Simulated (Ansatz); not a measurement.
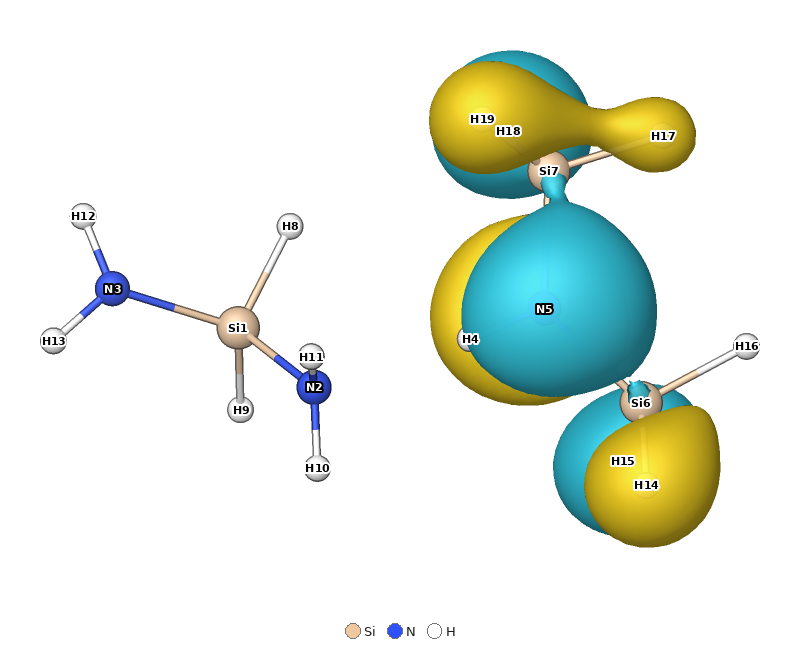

H6N2Si···H7NSi2. The HOMO at ±0.08 Å⁻³ᐟ² (yellow and cyan are the two phases), seen across its widest extent.

The reactant side of a reaction path; geometry: PBE0-D4/def2-TZVP.

Level of theory: RKS PBE0-D4/def2-TZVPP (Ansatz).

The calculation's input:

```
crystal:
  periodic: [false, false, false]
  atoms:
    - {symbol: Si, position_ang: [-1.053397, 1.824989, -0.636752]}
    - {symbol: N, position_ang: [0.427128, 1.707667, 0.248774]}
    - {symbol: N, position_ang: [-1.094762, 3.107807, -1.767605]}
    - {symbol: H, position_ang: [0.555793, -0.371409, 0.547658]}
    - {symbol: N, position_ang: [0.623265, -1.388980, 0.607318]}
    - {symbol: Si, position_ang: [0.680088, -2.037180, 2.197093]}
    - {symbol: Si, position_ang: [0.490639, -2.214300, -0.894724]}
    - {symbol: H, position_ang: [-1.252902, 0.608448, -1.464541]}
    - {symbol: H, position_ang: [-2.079251, 1.899934, 0.439190]}
    - {symbol: H, position_ang: [0.462673, 2.106356, 1.174219]}
    - {symbol: H, position_ang: [1.301165, 1.859372, -0.233490]}
    - {symbol: H, position_ang: [-1.458154, 2.959534, -2.693748]}
    - {symbol: H, position_ang: [-1.119635, 4.078289, -1.503436]}
    - {symbol: H, position_ang: [1.706699, -1.332372, 3.015257]}
    - {symbol: H, position_ang: [-0.611549, -1.919068, 2.934317]}
    - {symbol: H, position_ang: [1.026044, -3.479012, 2.098344]}
    - {symbol: H, position_ang: [1.083169, -3.569557, -0.746161]}
    - {symbol: H, position_ang: [-0.911569, -2.382571, -1.374711]}
    - {symbol: H, position_ang: [1.224456, -1.458048, -1.947002]}
basis:
  gaussian: {orbitals: def2-TZVPP}
hamiltonian: {xc: pbe0, dispersion: d4}
output: {orbitals: {seedname: orbitals}}
```

Launched as:

```sh
ansatz run in.yaml --threads 4 --pin off --events-out ev --progress --plain --max-ram 66560MiB --backend cuda --devices 0, --max-vram 37GiB
```

Question: Describe this orbital and give its energy.

Answer: It lies mainly on N5 (about 50 %), Si7 (about 10 %), Si6 (about 10 %), H18 (about 10 %) and H15 (about 5 %). Its energy is −7.11 eV.
